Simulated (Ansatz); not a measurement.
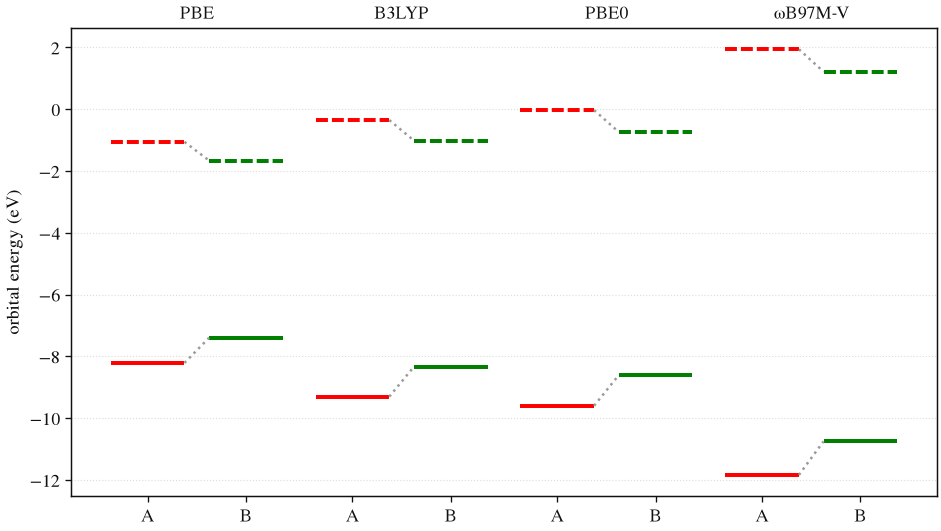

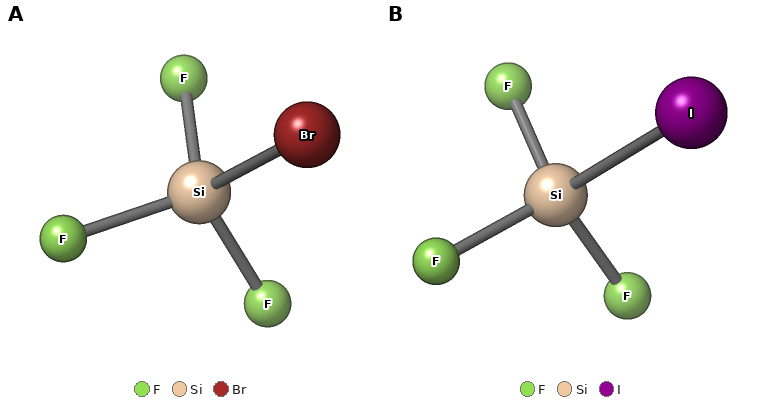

One change: A, SiBrF₃ (SMILES F[Si](F)(F)Br), becomes B, SiIF₃ (SMILES F[Si](F)(F)I). Br on Si is replaced by I. HOMO (solid) and LUMO (dashed) computed in def2-TZVPP at PBE0-D4/def2-TZVP geometries, both minima by their frequencies, gas phase, the Ansatz code. Empty levels above zero depend strongly on the basis.

**What does the change do to HOMO and LUMO?**

PBE: the HOMO rises by 0.81 eV, the LUMO falls by 0.60 eV, and the separation goes from 7.16 to 5.74 eV. B3LYP: the HOMO rises by 0.97 eV, the LUMO falls by 0.66 eV, and the separation goes from 8.95 to 7.32 eV. PBE0: the HOMO rises by 0.99 eV, the LUMO falls by 0.71 eV, and the separation goes from 9.57 to 7.87 eV. ωB97M-V: the HOMO rises by 1.09 eV, the LUMO falls by 0.73 eV, and the separation goes from 13.78 to 11.97 eV.

**Do the functionals agree on the effect?**

They agree on the direction for both levels; the HOMO shift lies between 0.81 and 1.09 eV and the LUMO shift between −0.73 and −0.60 eV, while the separations themselves differ by up to 6.6 eV between functionals.

Note: core potentials past krypton; spin-orbit coupling is left out, and with I it can shift these values.
